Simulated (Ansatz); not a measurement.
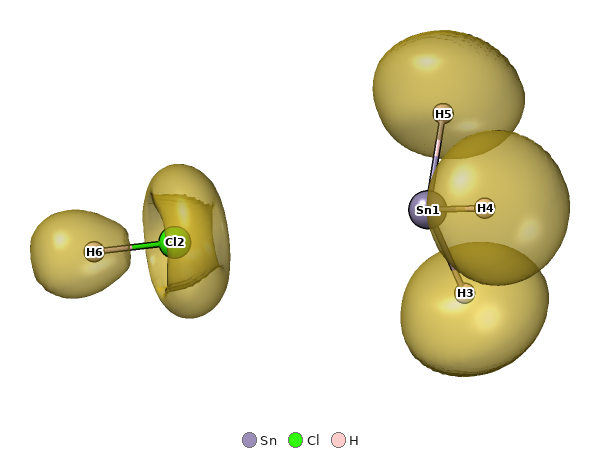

H3Sn···HCl (doublet). Isosurface of the electron localisation function at 0.85 (yellow), seen at a tilt. Core shells and regions of very low density are left out.

Core potentials replace the inner electrons of Sn.

All numbers below come from UKS PBE/def2-TZVP in Ansatz.

The calculation's input:

```
crystal:
  periodic: [false, false, false]
  atoms:
    - { symbol: Sn, position_ang: [0.000178, 0.0, -0.250965] }
    - { symbol: Cl, position_ang: [0.020896, -1.0e-06, 3.3608] }
    - { symbol: H, position_ang: [1.628584, 0.0, -0.854089] }
    - { symbol: H, position_ang: [-0.815304, 1.411239, -0.850122] }
    - { symbol: H, position_ang: [-0.815304, -1.411239, -0.850123] }
    - { symbol: H, position_ang: [-0.01725, 1.0e-06, 4.696298] }
magnetization:
  spin_polarized: true
  initial_magnetization: 1
basis:
  gaussian: { orbitals: def2-TZVP }
hamiltonian:
  xc: pbe
relax:
  f_tol: 0.03
  max_steps: 50
output:
  orbitals: {}
```

Run with:

```sh
ansatz run input.yaml --threads 4 --pin off --max-ram 5120MiB --backend cpu --events-out ev --progress --plain --runs-dir out
```

The fields are those of the run's last geometry, not of the input's.

Question: Describe the localisation domains.

Answer: The ELF exceeds this value in four regions around hydrogen nuclei and one ring or bowl of non-bonding electrons around Cl. Profiles from the grid: Sn1···Cl2 (4.05 Å): the ELF dips to about 0 between them: a non-bonded, intermolecular contact. Cl–H (1.29 Å): the ELF climbs to about 1 towards the hydrogen, as it does in any bond to H.
